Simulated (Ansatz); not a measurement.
# Resistivity from frozen vibrations: Pt(111) with 4 thermally displaced layers, 2x2, part 2 of 2

How much do lattice vibrations at 180 K scatter the electrons of Pt? Layers with random displacements are laid between perfect leads, and the resistance is followed against their length.

Ansatz 0.2.0; Ansatz plane-wave DFT, PBE, PAW files; ballistic transport by layer matching (Landauer), zero bias; PAW set soft_1.

So far, open channels per spin nearest the Fermi level: step 2 (with 4 displaced layers) 6.89.

## Step 4: With 12 displaced layers

System of this step: Pt(111) with 12 thermally displaced layers, 2x2. The cell holds 72 atoms: 72 Pt. Its edges and angles: a = 5.546 Å, b = 5.546 Å, c = 40.757 Å, α = 90.0°, β = 90.0°, γ = 120.0°. It derives from Pt. Regions: lead, 24 atoms (24 Pt); scattering region, 48 atoms (48 Pt). The structure is stacked along c, and the current runs across the ab planes.

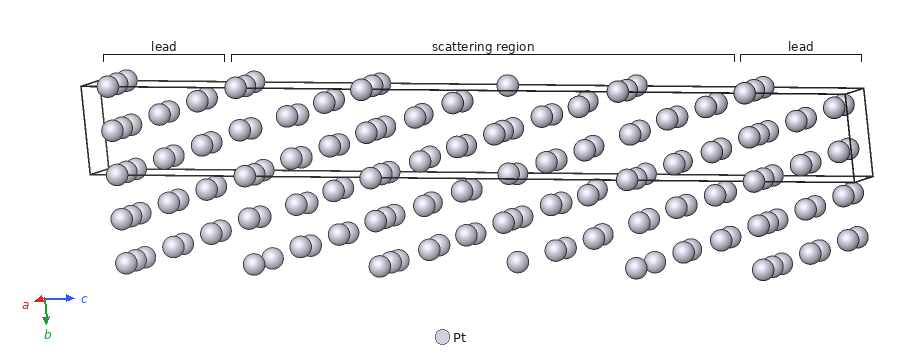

The cell of this step (platinum light grey). 1×2×1 cells are drawn. Some periodic images of atoms are drawn too.

Input file input.yaml:

```yaml
crystal:
  lattice:
    - [5.5462627489, 0.0, 0.0]
    - [-2.7731313745, 4.8032044366, 0.0]
    - [0.0, 0.0, 40.7565411427]
  atoms:
    - { symbol: Pt, position: [0.0, 0.0, 0.0277777778] }
    - { symbol: Pt, position: [0.0, 0.5, 0.0277777778] }
    - { symbol: Pt, position: [0.5, 0.0, 0.0277777778] }
    - { symbol: Pt, position: [0.5, 0.5, 0.0277777778] }
    - { symbol: Pt, position: [0.1666666667, 0.3333333333, 0.0833333333] }
    - { symbol: Pt, position: [0.1666666667, 0.8333333333, 0.0833333333] }
    - { symbol: Pt, position: [0.6666666667, 0.3333333333, 0.0833333333] }
    - { symbol: Pt, position: [0.6666666667, 0.8333333333, 0.0833333333] }
    - { symbol: Pt, position: [0.3333333333, 0.1666666667, 0.1388888889] }
    - { symbol: Pt, position: [0.3333333333, 0.6666666667, 0.1388888889] }
    - { symbol: Pt, position: [0.8333333333, 0.1666666667, 0.1388888889] }
    - { symbol: Pt, position: [0.8333333333, 0.6666666667, 0.1388888889] }
    - { symbol: Pt, position: [0.9946436571, 0.9990471824, 0.1947496616] }
    - { symbol: Pt, position: [0.9870788347, 0.4801994417, 0.1943567618] }
    - { symbol: Pt, position: [0.5075900206, 0.0111625583, 0.1951454206] }
    - { symbol: Pt, position: [0.490538341, 0.4925501338, 0.1968833942] }
    - { symbol: Pt, position: [0.182836916, 0.3521844296, 0.2525831168] }
    - { symbol: Pt, position: [0.1613570335, 0.8372989284, 0.2505557782] }
    - { symbol: Pt, position: [0.6744439851, 0.3389111584, 0.2502451018] }
    - { symbol: Pt, position: [0.6604862104, 0.8178680307, 0.2497993606] }
    - { symbol: Pt, position: [0.3273179325, 0.1679644892, 0.3049883999] }
    - { symbol: Pt, position: [0.3430622446, 0.6750974515, 0.305930014] }
    - { symbol: Pt, position: [0.8366300212, 0.1676233713, 0.3050123556] }
    - { symbol: Pt, position: [0.8293161083, 0.6615649584, 0.3060262023] }
    - { symbol: Pt, position: [0.0031174364, 0.0059832577, 0.359499398] }
    - { symbol: Pt, position: [0.003988463, 0.4921495317, 0.3602203921] }
    - { symbol: Pt, position: [0.4953405132, 0.9942010559, 0.3614642597] }
    - { symbol: Pt, position: [0.4893777807, 0.4889918172, 0.3600851124] }
    - { symbol: Pt, position: [0.1785895154, 0.3337888864, 0.4152503973] }
    - { symbol: Pt, position: [0.1587336283, 0.8173179036, 0.4188374954] }
    - { symbol: Pt, position: [0.655541319, 0.3382611575, 0.4173261103] }
    - { symbol: Pt, position: [0.6552866194, 0.8364240937, 0.4178762834] }
    - { symbol: Pt, position: [0.3388446446, 0.1693533195, 0.4733735213] }
    - { symbol: Pt, position: [0.3364990636, 0.670129508, 0.4720685151] }
    - { symbol: Pt, position: [0.8341204193, 0.1569769553, 0.4731826685] }
    - { symbol: Pt, position: [0.8232159819, 0.6554405202, 0.4726652865] }
    - { symbol: Pt, position: [0.0200403735, 0.0098985991, 0.5271522702] }
    - { symbol: Pt, position: [0.0038849341, 0.4953248041, 0.5276273363] }
    - { symbol: Pt, position: [0.4888724425, 0.9761487638, 0.5280102155] }
    - { symbol: Pt, position: [0.4872328439, 0.4928216432, 0.5259892726] }
    - { symbol: Pt, position: [0.1482934732, 0.3236242685, 0.5843348218] }
    - { symbol: Pt, position: [0.1813881076, 0.833073896, 0.5846577273] }
    - { symbol: Pt, position: [0.6544735194, 0.313653307, 0.5835151893] }
    - { symbol: Pt, position: [0.668433308, 0.828921563, 0.5836999456] }
    - { symbol: Pt, position: [0.3339935754, 0.1577795719, 0.6370974194] }
    - { symbol: Pt, position: [0.3302748368, 0.6644942106, 0.6384610918] }
    - { symbol: Pt, position: [0.8510144739, 0.1844282333, 0.6383834764] }
    - { symbol: Pt, position: [0.8444057617, 0.6763517149, 0.6397539813] }
    - { symbol: Pt, position: [0.0073340817, 0.9959934935, 0.6953418645] }
    - { symbol: Pt, position: [0.0221823972, 0.5082721674, 0.6936924841] }
    - { symbol: Pt, position: [0.5119140435, 0.0129937398, 0.6948920422] }
    - { symbol: Pt, position: [0.5029193241, 0.5158830011, 0.692928418] }
    - { symbol: Pt, position: [0.1710709698, 0.3331668374, 0.7485520271] }
    - { symbol: Pt, position: [0.1793273019, 0.8369141567, 0.7485846187] }
    - { symbol: Pt, position: [0.6698092557, 0.3288908498, 0.7476918277] }
    - { symbol: Pt, position: [0.6618821124, 0.8360460808, 0.7507711376] }
    - { symbol: Pt, position: [0.3350416284, 0.1671315523, 0.8061256756] }
    - { symbol: Pt, position: [0.3375099084, 0.6787811158, 0.8057358649] }
    - { symbol: Pt, position: [0.8387365966, 0.1722331361, 0.8042731598] }
    - { symbol: Pt, position: [0.8348781248, 0.6824004034, 0.8059623008] }
    - { symbol: Pt, position: [0.0, 0.0, 0.8611111111] }
    - { symbol: Pt, position: [0.0, 0.5, 0.8611111111] }
    - { symbol: Pt, position: [0.5, 0.0, 0.8611111111] }
    - { symbol: Pt, position: [0.5, 0.5, 0.8611111111] }
    - { symbol: Pt, position: [0.1666666667, 0.3333333333, 0.9166666667] }
    - { symbol: Pt, position: [0.1666666667, 0.8333333333, 0.9166666667] }
    - { symbol: Pt, position: [0.6666666667, 0.3333333333, 0.9166666667] }
    - { symbol: Pt, position: [0.6666666667, 0.8333333333, 0.9166666667] }
    - { symbol: Pt, position: [0.3333333333, 0.1666666667, 0.9722222222] }
    - { symbol: Pt, position: [0.3333333333, 0.6666666667, 0.9722222222] }
    - { symbol: Pt, position: [0.8333333333, 0.1666666667, 0.9722222222] }
    - { symbol: Pt, position: [0.8333333333, 0.6666666667, 0.9722222222] }
kpoints:
  mp_grid: { grid: [5, 5, 1] }
hamiltonian:
  xc: pbe
  pseudopotentials: { kind: paw, azcp: { folder: soft_1 } }
scf:
  occupations: { method: fermi_dirac, width: 0.1 }
output:
  transmission:
    leads: [[0, 4]]
    kmesh: [10, 10]
    e_range: [-0.05, 0.05]
    de: 0.05
  write_potential: true
  write_density: true
  volumetric_format: npy
```

Command:

```sh
> ansatz run input.yaml --threads 4 --pin off --max-ram 15360MiB --backend cpu --events-out ev --progress --plain --runs-dir out
```

Numbers of over 12 decimals in the logs are rounded to 6 here.

What it wrote:

```text
[...]
Crystal: 72 atoms, lattice volume = 1085.747 Å³
Basis set: ecut = 420 eV, 21305 PW (Γ)
Bands: 778, of which v1, the nominal top of the filled ones, is band 648 counted from 1 (647 counted from 0)
Symmetry: 1 space group operations
[...]
k-points: 13 of 25 (time reversal used)
[...]
SCF iter   1: F=—  HF=-901800.852847 eV  |F-HF|=—  |Δ(HF+E_count)|=         —  Δρ=8.56e-2  dr2=7.73e1  ethr=3.10e-3  ⟨swp⟩=4.7  Hψ=30005  notcnv=0  defer=382
[...]
SCF iter  10: F=-901777.172040 eV  HF=-901777.172040 eV  |F-HF|=5.94e-9  |Δ(HF+E_count)|=   1.28e-9  Δρ=3.53e-7  dr2=6.51e-9  ethr=7.72e-12  ⟨swp⟩=8.0  Hψ=27515  notcnv=0
SCF 1 converged in 10 iterations: F = -901777.172040 eV  dr2 = 6.51e-9
[...]
transmission: 386 of 3848 steps passed
transmission: 771 of 3848 steps passed
[...]
transmission: 3848 of 3848 steps passed
SCF converged after 10 iterations
Free energy (F): -901777.172040 eV
[...]
Internal energy: -901773.132786 eV  (E = F + TS)
E sigma→0 (E₀):  -901775.152413 eV
Entropy (-TS):   -4.039255 eV (-56.101 meV/atom)
Fermi energy:    23.428360 eV
[...]
--- Band table (eV; the first three rows and the last of 13) ---
  k-point 0: bands = [... 644 lower, 23.6078, 23.6354, 23.6394, 23.6427, 23.6503, 23.6537, 23.6669, 23.7028, ... 126 higher]
  k-point 1: bands = [... 644 lower, 23.4166, 23.4242, 23.4274, 23.4371, 23.4424, 23.4742, 23.4806, 23.5050, ... 126 higher]
  k-point 2: bands = [... 644 lower, 23.4305, 23.4400, 23.4871, 23.5106, 23.5139, 23.5194, 23.5237, 23.5265, ... 126 higher]
  k-point 12: bands = [... 644 lower, 23.3336, 23.3407, 23.4123, 23.4182, 23.4258, 23.4319, 23.4377, 23.4471, ... 126 higher]
--- Transmission ---
  basis      : 241 plane waves across, 74 finite elements along
  points     : 52, standing for a mesh of 10 x 10
[...]
channels       : 6.890000e0 a spin
[...]
junction   : crystal 0 to crystal 0, 0.70 to 39.19 Å
    transmission   : 5.274780e0 a spin
[...]
```

The job ended after 32 min (4 threads of Arm Neoverse V1, shared host; peak memory 8.4 GiB; 2 h of CPU time).

This step gave:

```
free energy                                   : -901777.1720 eV
energy at zero smearing                       : -901775.1524 eV
transmission per spin nearest the Fermi level : 5.275
step of the lead's potential                  : 3.8 meV
```

Per spin. Transmission, zone mean against energy, zero at the Fermi level:

```tsv
energy (eV)	transmission, zone mean
-0.0500	5.52
0.0000	5.27
0.0500	5.09
```

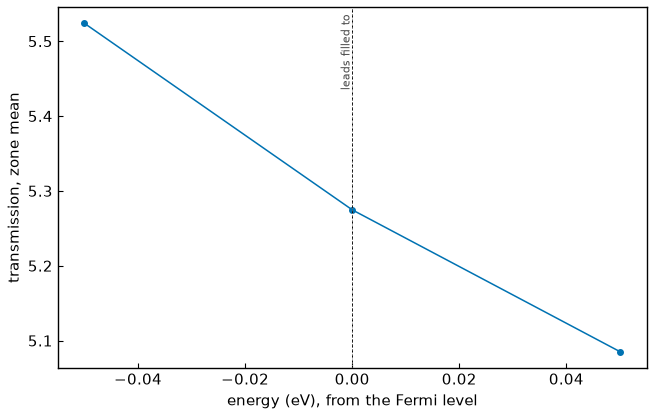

Transmission, zone mean against energy.

Over the solved energies the transmission per spin lies between 5.09 and 5.52, out of 6.71 channels of the lead on average (up to 7.04).

## Step 5: Resistance against length

This step: Ansatz plane-wave DFT, PBE, PAW files; ballistic transport by layer matching (Landauer), zero bias; resistivity from the slope of the area resistance; PAW set soft_1 (Ansatz 0.2.0).

This step gave:

* resistivity: 5.163 µΩ cm
* intercept: 0.002831 fΩ m²
* scatter about the fit: 0.008316 fΩ m²

Resistance, by row:

```tsv
run	length (Å)	T	channels N	RA (fΩ m²)
n4	9.057	6.219	6.753	0.04371
n8	18.11	5.566	6.747	0.1081
n12	27.17	5.295	6.713	0.1372
```

The area resistance by length of the displaced region:

```tsv
length of the displaced region (Å)	area resistance (fΩ m²)
9.06	0.0437
18.11	0.108
27.17	0.137
```

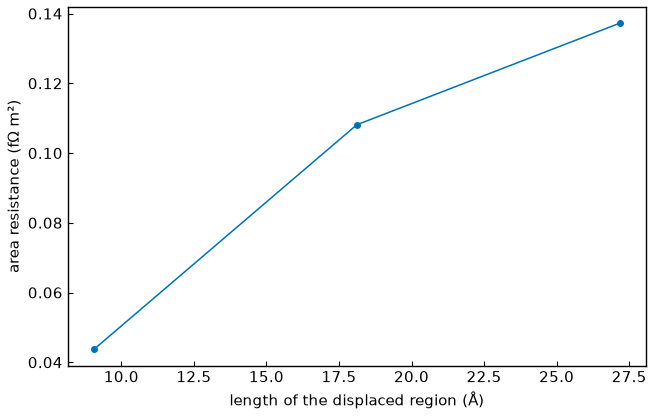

Area resistance, plotted against length of the displaced region.

The area resistance goes from 0.044 to 0.14 fΩ m² between 9.1 and 27.2 Å, a slope of 5.2 µΩ cm.

By hand from the end points: (0.1372 − 0.04371) fΩ m² / (27.17 − 9.06) Å = 5.2 µΩ cm, since 1 fΩ m² per Å is 1000 µΩ cm.

## Step 6: Outcome

| Item | Value |
| --- | --- |
| resistivity from the slope | 5.16 µΩ cm |
| area resistance over 9.06 Å | 0.0437 fΩ m² |
| area resistance over 18.1 Å | 0.108 fΩ m² |
| area resistance over 27.2 Å | 0.137 fΩ m² |

The slope gives 5.2 µΩ cm. The points scatter by 0.0083 fΩ m² about the line, with one random draw a length in a 2x2 cell, so the slope is a rough value. The mean square of the displacements drawn is 0.75, 0.94 and 0.81 of the nominal one at the three lengths; with each resistance scaled back by that, the slope is 6.1 µΩ cm, the value used below. Read with a model of isotropic scattering on a spherical Fermi surface and the lead's 2.0×10¹⁵ S/m², this slope means a mean free path near 68 Å; over these lengths the model's slope is 1.10 times its bulk resistivity, which would be 5.6 µΩ cm. Uncorrelated displacements put too much weight on short waves, which scatter strongly; with the sideways repeat of a small cell, one draw and three short lengths, the method is good to a factor of two or three. Spin-orbit coupling is left out, which matters for Pt.

[Logs are printed without paths, hosts, clocks, repeated set-up lines and the standing remarks that a program may print on its own settings, such as how far it seeks lower states.]

[Hosts, paths, dates, database ids (printed as entryN), source tags and the programs' standing remarks are cut or masked in the printed files.]
